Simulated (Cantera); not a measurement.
Input: 1 mol AlI3, 26 mol N2, a varied amount of H2O, at 1473.15 K and 2.20 mbar.

Equilibrium computed with Cantera from the NASA thermochemical tables; the gas is ideal and each condensed phase is pure. Candidate condensed phases: Al, AlI3, AlN, Al2O3, H2O, I2; 41 gas species. Mutual solubility and eutectic melting of coexisting phases are not modelled. Rates play no part.

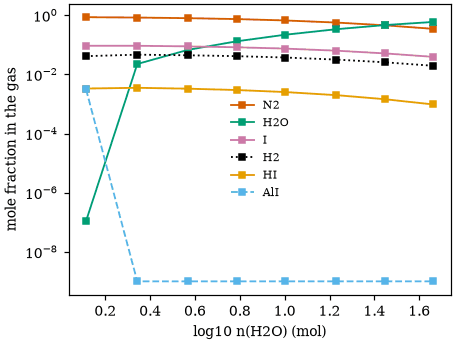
Figure: Equilibrium gas composition (values under 1e-9 drawn at 1e-9)

At 1.3 mol H2O the condensed part is AlN(s) + Al2O3(s). From 2.2 mol H2O to 46 mol H2O the condensed part is Al2O3(s).
